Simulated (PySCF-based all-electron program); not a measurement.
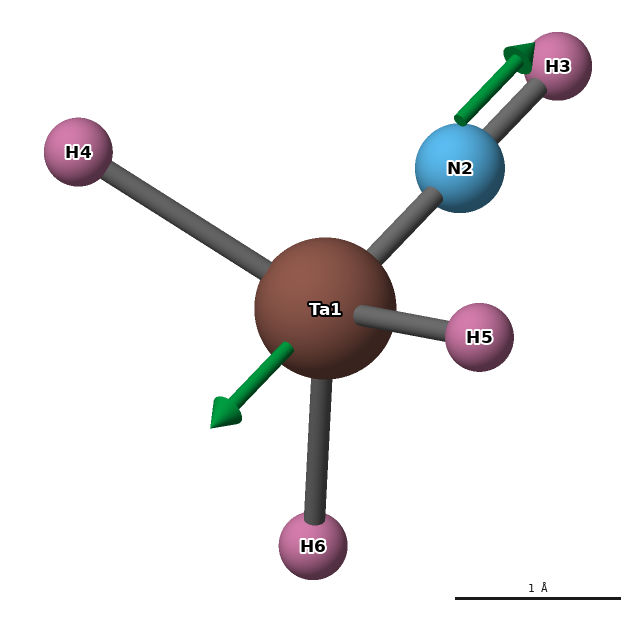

Arrows show the forces on the atoms, 0.02 Å of arrow for 1 eV/Å; forces under a tenth of the largest aren't drawn. Charge 0, singlet. Level of theory: PBE, all-electron, scalar-relativistic (Koelling-Harmon), large uncontracted Gaussian sets (PySCF-based all-electron program).

> Along which bond is the force strongest?

Ta1–N2, now 1.399 Å: the forces push its atoms apart, so a first step downhill lengthens it.

List the force components in the frame of the picture (x right, y up, z towards the viewer), in eV/Å.

```json
{"atom": "Ta1", "Fx": "−23.66", "Fy": "−24.67", "Fz": "21.64"}
{"atom": "N2", "Fx": "22.92", "Fy": "23.90", "Fz": "−20.96"}
{"atom": "H3", "Fx": "0.26", "Fy": "0.27", "Fz": "−0.24"}
{"atom": "H4", "Fx": "−0.03", "Fy": "0.35", "Fz": "−0.16"}
{"atom": "H5", "Fx": "0.33", "Fy": "0.17", "Fz": "0.05"}
{"atom": "H6", "Fx": "0.18", "Fy": "−0.02", "Fz": "−0.33"}
```
